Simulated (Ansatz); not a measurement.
LiPr3N2

The calculation's input:

```
crystal:
  lattice:
    - [3.6647409149, 0.0, 0.0]
    - [-1.8323704574, 3.1737587306, 0.0]
    - [0.0, 0.0, 12.0974626022]
  atoms:
    - { symbol: Li, position: [0.0, 0.0, 0.0] }
    - { symbol: Pr, position: [0.3333333333, 0.6666666667, 0.2624275591] }
    - { symbol: Pr, position: [0.6666666667, 0.3333333333, 0.7375724409] }
    - { symbol: Pr, position: [0.0, 0.0, 0.5] }
    - { symbol: "N", position: [0.3333333333, 0.6666666667, 0.6329563057] }
    - { symbol: "N", position: [0.6666666667, 0.3333333333, 0.3670436943] }
basis:
  ecutwfc: 660
kpoints:
  mp_grid: { grid: [12, 12, 4] }
hamiltonian:
  xc: pbe
  pseudopotentials:
    kind: paw
    azcp: { Pr: "pseudopotentials/pbe/nc/lanthanide_3plus/Pr.nc.azcp" }
scf:
  occupations: { method: gaussian, width: 0.1 }
output:
  forces: true
  stress: true
  eigenvalues: true
  write_density: true
  write_potential: true
  elf: true
  volumetric_format: npy
relax:
  adjacent_minimum: "off"
  f_tol: 0.001
  max_steps: 60
  cell: { stress_tol: 0.01 }
```

Command:

```sh
ansatz run input.yaml --threads 3 --pin off --max-ram 8448MiB --backend cpu --events-out ev --progress --plain --runs-dir out
```

Below, planes, directions and counts refer to the conventional cell (a = 3.66 Å, b = 3.66 Å, c = 12.10 Å, α = 90.00°, β = 90.00°, γ = 120.00°).

Space group P-3m1; a generated structure, not necessarily the stable one; computed without spin polarisation; no Hubbard U on the f states and no spin–orbit coupling.

Computed with DFT PBE, scalar-relativistic, plane waves, PAW; 4f electrons in the core of a trivalent norm-conserving potential in Ansatz 0.2.0.

What will maps of the valence pseudo-density and electron localisation function show?

Li–Pr (3.82 Å): the density is about 0.05 e/Å³ at the midpoint, with its minimum of 0.05 e/Å³ about 1.1 Å from Li; the ELF is about 0.20 at the midpoint (no localised pair shows between them).
Pr–N (2.66 Å): the density is about 0.27 e/Å³ at the midpoint; the ELF is about 0.10 at the midpoint; no shared electron pair shows on this line.

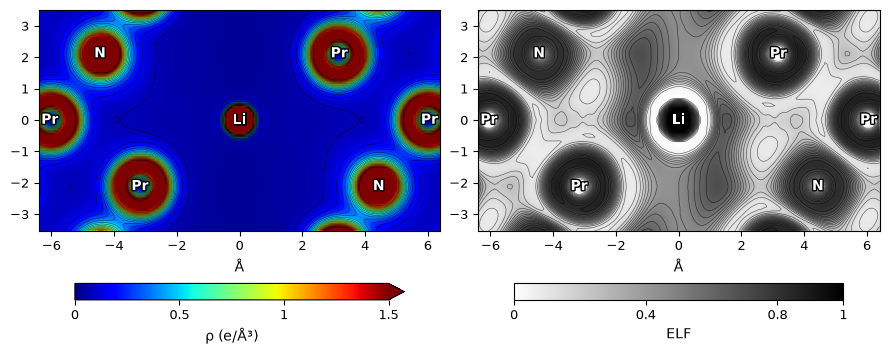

Computed valence pseudo-density and electron localisation function on the (110) plane of the conventional cell, in this order. 
